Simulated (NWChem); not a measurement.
# CH7NSn (SMILES C[NH][SnH3]) at M06-2X/def2-SVP (core potential)

Aim: the energy change on altering one bond length of CH7NSn at M06-2X/def2-SVP (core potential), from 2 runs. 

The calculation is run with NWChem 7.3.0.

1 further run of the same task is left out (it didn't finish).

### Step 1. The system as given

CH7NSn has 10 atoms, charge 0, and is taken as a singlet. SMILES: `C[NH][SnH3]`. The shape is that of a PBE0-D4/def2-TZVP optimisation.

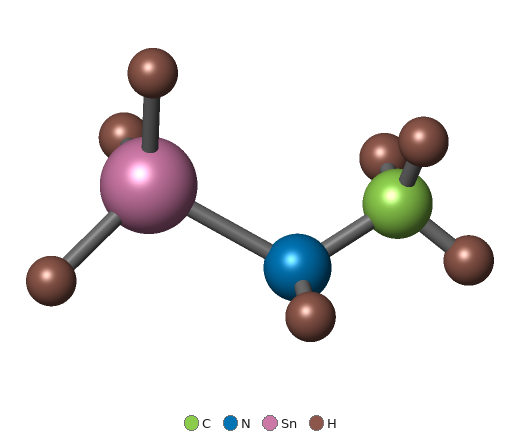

Viewed from a chosen angle; carbon green, nitrogen blue, tin pink, hydrogen brown.

### Step 2. Energy and forces at M06-2X/def2-SVP (core potential)

The input, mol.xyz:

```xyz
10

C     -0.898400     0.758000    -0.879200
N     -0.343000    -0.532900    -0.516500
Sn     0.897300    -0.629400     1.085100
H     -1.664200     0.637600    -1.652700
H     -1.396800     1.201100    -0.011700
H     -0.168200     1.494600    -1.247500
H      0.037300    -1.004000    -1.326200
H      1.451700    -2.239000     1.169900
H     -0.052600    -0.195500     2.433700
H      2.220200     0.458400     0.948000
```

The input, run.py:

```python
from ase.io import read
from ase.calculators.nwchem import NWChem

atoms = read('mol.xyz')

calc = NWChem(
    label='mol',
    theory='dft',
    memory='2200 mb',
    basis='def2-SVP',
    basispar='spherical bse',
    dft={'xc': 'm06-2x', 'mult': '1', 'grid': 'xfine', 'convergence': 'energy 1e-08', 'iterations': '100', 'mulliken': None},
    **{'ecp bse': {'Sn library': 'def2-SVP'}},
)
atoms.calc = calc

forces = atoms.get_forces()
print(f"energy = {atoms.get_potential_energy():.6f} eV")
print("forces (eV/A):")
for s, f in zip(atoms.symbols, forces):
    print(f"{s:2s} {f[0]:10.5f} {f[1]:10.5f} {f[2]:10.5f}")
print("dipole (e A):", atoms.get_dipole_moment().round(4))
```

Started as:

```console
$ export ASE_NWCHEM_COMMAND="nwchem PREFIX.nwi > PREFIX.nwo"
$ python run.py
```

Standard output:

```text
energy = -8466.042489 eV
forces (eV/A):
C     0.01805   -0.23644   -0.02797
N    -0.10973    0.15005   -0.08099
Sn    0.10326   -0.02905    0.22682
H    -0.17448    0.02869   -0.15478
H    -0.12645    0.11817    0.19247
H     0.14218    0.17324   -0.08649
H     0.00962   -0.16846   -0.26997
H     0.08469   -0.20224    0.02638
H    -0.10500    0.04895    0.18908
H     0.15792    0.11699   -0.01450
dipole (e A): [ 0.1236  0.0608 -0.1135]
```

The calculator wrote mol.nwi:

```
title "mol"

permanent_dir mol

scratch_dir mol

start mol

geometry units angstrom nocenter noautosym noautoz
  C  -8.9839999999999998e-01 7.5800000000000001e-01 -8.7919999999999998e-01
  N  -3.4300000000000003e-01 -5.3290000000000004e-01 -5.1649999999999996e-01
  Sn 8.9729999999999999e-01 -6.2939999999999996e-01 1.0851000000000000e+00
  H  -1.6641999999999999e+00 6.3759999999999994e-01 -1.6527000000000001e+00
  H  -1.3968000000000000e+00 1.2011000000000001e+00 -1.1700000000000000e-02
  H  -1.6819999999999999e-01 1.4945999999999999e+00 -1.2475000000000001e+00
  H  3.7300000000000000e-02 -1.0040000000000000e+00 -1.3262000000000000e+00
  H  1.4517000000000000e+00 -2.2389999999999999e+00 1.1698999999999999e+00
  H  -5.2600000000000001e-02 -1.9550000000000001e-01 2.4337000000000000e+00
  H  2.2202000000000002e+00 4.5839999999999997e-01 9.4799999999999995e-01
end

memory 2200 mb

basis spherical bse noprint
   * library def2-SVP
end

dft
  xc m06-2x
  mult 1
  grid xfine
  convergence energy 1e-08
  iterations 100
  mulliken
end
ecp bse
  Sn library def2-SVP
end

task dft gradient
```

mol.nwo (excerpt; [...] marks lines left out):

```text
[...]
         Total DFT energy =     -311.121325520234
[...]
  wavefunction    = closed shell
                         DFT ENERGY GRADIENTS
    atom               coordinates                        gradient
                 x          y          z           x          y          z
   1 C      -1.697730   1.432412  -1.661447   -0.000351   0.004598   0.000544
   2 N      -0.648176  -1.007035  -0.976043    0.002134  -0.002918   0.001575
   3 Sn      1.695651  -1.189394   2.050542   -0.002008   0.000565  -0.004411
[... 6 lines of this table left out ...]
  10 H       4.195570   0.866250   1.791460   -0.003071  -0.002275   0.000282
[...]
```

Wall time 2.2 min (1 thread of Intel Xeon Platinum 8259CL at 2.50GHz (Skylake/Cascade Lake), shared host); peak memory 0.16 GiB.

### Step 3. The distorted shape: a single-point energy at M06-2X/def2-SVP (core potential)

The input, ch7nsn.nw:

```
start ch7nsn
memory total 2200 mb

geometry noautosym nocenter noautoz
   C     -2.485870    -0.547352    -0.714681
   N     -1.930470    -1.838252    -0.351981
   Sn    -0.690170    -1.934752     1.249619
   H     -3.251670    -0.667752    -1.488181
   H     -2.984270    -0.104252     0.152819
   H     -1.755670     0.189248    -1.082981
   H     -1.550170    -2.309352    -1.161681
   H     -0.135770    -3.544352     1.334419
   H     -1.640070    -1.500852     2.598219
   H      2.220200     0.458400     0.948000
end

basis spherical bse
   * library def2-SVP
end

ecp bse
   Sn library def2-SVP
end

dft
   xc m06-2x
   grid xfine
   convergence energy 1e-08
   iterations 100
   mulliken
end

task dft
```

Started as:

```console
$ nwchem ch7nsn.nw > ch7nsn.out
```

Standard output:

```text
[...]
          Wavefunction type:  closed shell.
          No. of atoms     :    10
          No. of electrons :    42
[...]
          Charge           :     0
          Spin multiplicity:     1
[...]
          AO basis - number of functions:    89
[...]
              XC Information
              --------------
                       M06-2X Method XC Functional
                     Hartree-Fock (Exact) Exchange  0.540
                        M06-2X Exchange Functional  1.000
                      M06-2X Correlation Potential  1.000
[...]
 d= 0,ls=0.0,diis     1   -310.8785656375 -4.49D+02  2.18D-02  2.82D-01    10.5
[...]
 d= 0,ls=0.0,diis    12   -310.9669203784 -5.61D-10  7.46D-07  1.78D-09   114.6
         Total DFT energy =     -310.966920378370
      One electron energy =     -779.388503796278
           Coulomb energy =      362.949272866882
    Exchange-Corr. energy =      -32.713316423597
 Nuclear repulsion energy =      138.185626974623
[...]
      Total Density - Mulliken Population Analysis
     ---------------------------------------------
    Atom       Charge   Shell Charges
 -----------   ------   -------------------------------------------------------
    1 C    6     5.97   1.99  0.87  0.16  2.08  0.82  0.04
    2 N    7     7.53   1.99  0.98  0.56  2.38  1.60  0.02
    3 Sn  22    21.40   0.42  1.60  0.98  0.36  2.75  3.25  1.21  0.68  9.77  0.37
    4 H    1     0.95   0.75  0.18  0.02
    5 H    1     0.95   0.75  0.18  0.02
    6 H    1     0.94   0.75  0.18  0.02
    7 H    1     0.84   0.71  0.09  0.04
    8 H    1     1.09   0.69  0.39  0.01
    9 H    1     1.09   0.68  0.39  0.01
   10 H    1     1.24   0.49  0.75  0.00
[...]
```

Run time: 1.9 min. Hardware: 1 thread of Intel Xeon Platinum 8259CL at 2.50GHz (Skylake/Cascade Lake), shared host; peak memory 0.15 GiB.

### Step 4. What came out

At M06-2X/def2-SVP (core potential):

| quantity | value |
| --- | --- |
| first shape: total energy | -311.12133 Eh |
| first shape: dipole moment | 0.86 D |
| first shape: HOMO energy | -7.67 eV |
| first shape: LUMO energy | 1.07 eV |
| first shape: HOMO–LUMO gap | 8.73 eV |
| first shape: largest force on an atom | 0.318 eV/Å |
| distorted shape: total energy | -310.96692 Eh |
| distorted shape: dipole moment | 3.85 D |
| distorted shape: HOMO energy | -6.19 eV |
| distorted shape: LUMO energy | -2.81 eV |
| distorted shape: HOMO–LUMO gap | 3.38 eV |
| energy change with the Sn3–H10 bond stretched from 1.718 to 3.780 Å | 4.202 eV |

What this shows: One bond (distorted shape) is far stretched, which a spin-restricted single reference describes badly; a broken-symmetry solution may lie lower. With the Sn3–H10 bond stretched from 1.718 to 3.780 Å the energy rises by 4.20 eV (97 kcal/mol). The first shape isn't relaxed at this level, so the change isn't measured from a minimum. A restricted reference can't describe the breaking bond well at this length. The largest force (first shape) is 0.32 eV/Å: the shape isn't a stationary point for this species at this level. Mulliken charges (first shape) run from -0.57 on N2 to +0.69 on Sn3. Mulliken charges (distorted shape) run from -0.53 on N2 to +0.60 on Sn3; they depend strongly on the basis.
